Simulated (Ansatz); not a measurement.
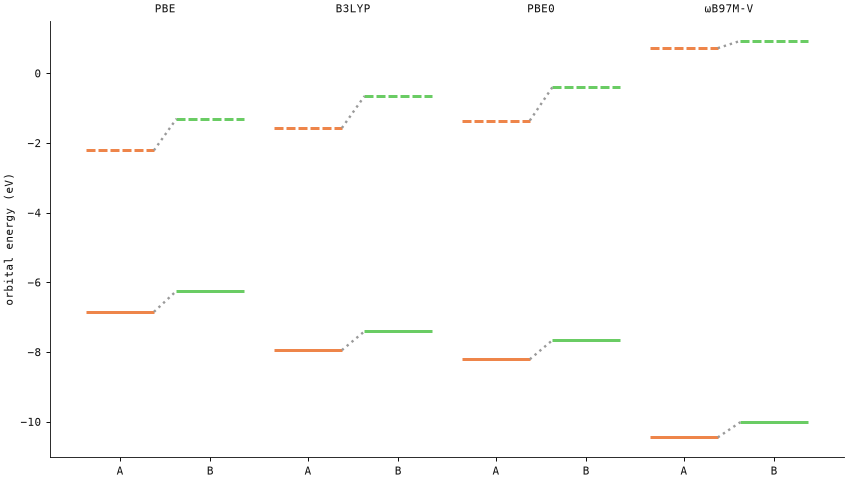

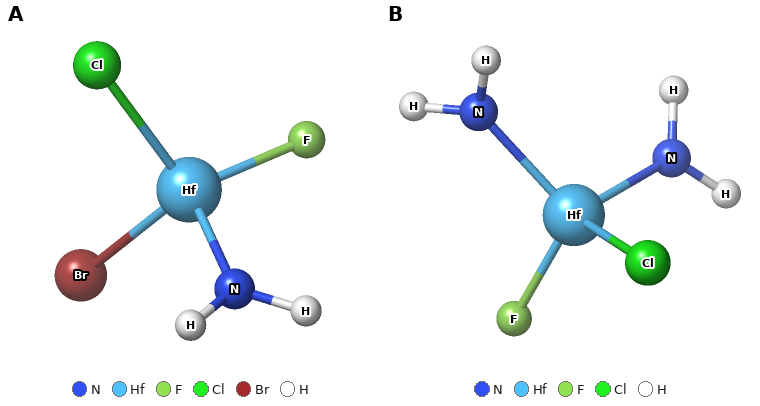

One change: A, HfNH₂BrClF (SMILES [NH2][Hf@]([F])([Cl])[Br]), becomes B, HfN₂H₄ClF (SMILES [NH2][Hf]([NH2])([F])[Cl]). Br on Hf is replaced by NH₂. HOMO (solid) and LUMO (dashed) computed in def2-TZVPP at PBE0-D4/def2-TZVP geometries, both minima by their frequencies, gas phase, the Ansatz code 0.2.0. Empty levels above zero depend strongly on the basis.

Q: What does the change do to HOMO and LUMO?

A: PBE: the HOMO rises by 0.60 eV, the LUMO rises by 0.91 eV, and the separation goes from 4.64 to 4.94 eV. B3LYP: the HOMO rises by 0.54 eV, the LUMO rises by 0.91 eV, and the separation goes from 6.37 to 6.75 eV. PBE0: the HOMO rises by 0.55 eV, the LUMO rises by 0.96 eV, and the separation goes from 6.85 to 7.26 eV. ωB97M-V: the HOMO rises by 0.44 eV, the LUMO rises by 0.21 eV, and the separation goes from 11.17 to 10.94 eV.

Q: Do the functionals agree on the effect?

A: They agree on the direction for both levels; the HOMO shift lies between 0.44 and 0.60 eV and the LUMO shift between 0.21 and 0.96 eV, while the separations themselves differ by up to 6.5 eV between functionals.

Note: core potentials past krypton; spin-orbit coupling is left out, and with Hf it can shift these values.
